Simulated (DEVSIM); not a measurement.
Structure: Al/Si3N4/p-Si capacitor, at 300 K.

| layer (left to right) | material | thickness (nm) | Na (cm⁻³) |
|---|---|---|---|
| 1 | Si3N4 | 2.30 | - |
| 2 | Si | 18000 | 2e15 |

Metal gate on the left, work function 4.1 eV. Fixed charge at the semiconductor interface -2e11 cm⁻² (in units of +e); no interface traps.

Constants are typed, rounded textbook-type inputs, not results; the design itself was drawn at random and stands for no fabricated device. Values at 300 K.

| parameter | Si3N4 | Si |
|---|---|---|
| gap (eV) | 5.1 | 1.124 |
| affinity (eV) | 2.1 | 4.05 |
| permittivity | 7.5 | 11.7 |
| Nc (cm⁻³) | - | 2.86e19 |
| Nv (cm⁻³) | - | 3.1e19 |

DEVSIM, 1D Poisson equation in equilibrium, Boltzmann statistics, complete ionisation; no quantum confinement or tunnelling. Metal contacts follow the ideal Schottky-Mott rule: no Fermi-level pinning, no interface dipoles.

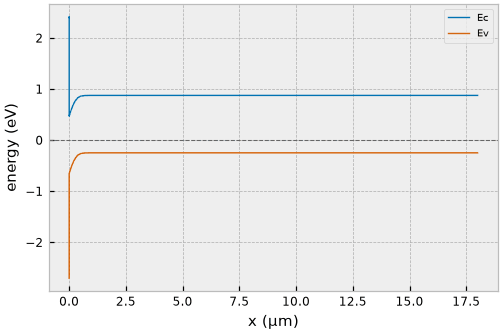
Fig. 1. Band edges at -0.4 V on the gate

Energies count from the Fermi level of the right contact; mesh points crowd at the junctions.

| x (μm) | Ec (eV) | Ev (eV) | n (cm⁻³) | p (cm⁻³) | field (V/cm) |
|---|---|---|---|---|---|
| 0.000 | 2.400 | -2.700 | < 1e2 | < 1e2 | 72000 |
| 0.001021 | 2.407 | -2.693 | < 1e2 | < 1e2 | 72000 |
| 0.001967 | 2.414 | -2.686 | < 1e2 | < 1e2 | 72000 |
| 0.003204 | 0.468 | -0.656 | 3.9e11 | 3.0e8 | 15000 |
| 0.007676 | 0.475 | -0.649 | 3.0e11 | 3.9e8 | 15000 |
| 0.01692 | 0.489 | -0.635 | 1.8e11 | 6.6e8 | 15000 |
| 0.03796 | 0.519 | -0.605 | 5.4e10 | 2.2e9 | 14000 |
| 0.1217 | 0.628 | -0.496 | 8.0e8 | 1.5e11 | 12000 |
| 0.2826 | 0.776 | -0.348 | 2600000 | 4.4e13 | 6700 |
| 0.6805 | 0.872 | -0.252 | 64000 | 1.8e15 | 250 |
| 1.641 | 0.875 | -0.249 | 58000 | 2.0e15 | ≈ 0 |
| 5.194 | 0.875 | -0.249 | 58000 | 2.0e15 | ≈ 0 |
| 11.14 | 0.875 | -0.249 | 58000 | 2.0e15 | ≈ 0 |
| 15.16 | 0.875 | -0.249 | 58000 | 2.0e15 | ≈ 0 |
| 17.11 | 0.875 | -0.249 | 58000 | 2.0e15 | ≈ 0 |
| 17.63 | 0.875 | -0.249 | 58000 | 2.0e15 | ≈ 0 |
| 17.85 | 0.875 | -0.249 | 58000 | 2.0e15 | ≈ 0 |
| 17.94 | 0.875 | -0.249 | 58000 | 2.0e15 | ≈ 0 |
| 17.98 | 0.875 | -0.249 | 58000 | 2.0e15 | ≈ 0 |
| 18.00 | 0.875 | -0.249 | 58000 | 2.0e15 | ≈ 0 |
| 18.00 | 0.875 | -0.249 | 58000 | 2.0e15 | ≈ 0 |
| 18.00 | 0.875 | -0.249 | 58000 | 2.0e15 | ≈ 0 |
